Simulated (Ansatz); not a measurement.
Pressure series in NbN

Start from NbN (space group P6_3/mmc, No. 194).

NbN has the hexagonal space group P6₃/mmc (No. 194), Pearson symbol hP8. Lattice parameters: a = 2.9634 Å, b = 2.9634 Å, c = 11.1551 Å, α = 90.00°, β = 90.00°, γ = 120.00°. Nb on 4f is surrounded by 6 N at 2.185–2.230 Å (octahedral). N1 on 2a is surrounded by 6 Nb at 2.185 Å (octahedral). N2 on 2d is surrounded by 6 Nb at 2.230 Å (trigonal prismatic). (Neighbours: up to the widest gap in distance over summed covalent radii, below 1.35, at either atom; cation-cation and far metal-metal contacts left out.)

Cell and atoms are relaxed at each pressure.

Method: PBEsol (Ansatz, a first-principles code, PAW, without spin-orbit coupling).

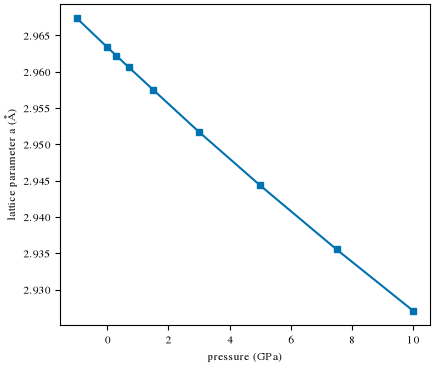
Fig. 1. Lattice parameter a against pressure

From the plot, what is the lattice parameter a for pressure 7.5 GPa?

About 2.936 Å.

Is the trend monotonic over the range shown?

Yes, it falls throughout, spanning 2.927 Å to 2.967 Å.

Load acts through the strain it causes; cell and atoms are relaxed under it. Whether these cells are dynamically stable was not tested. Competing high-pressure phases were not computed. The final runs are not spin-polarised.
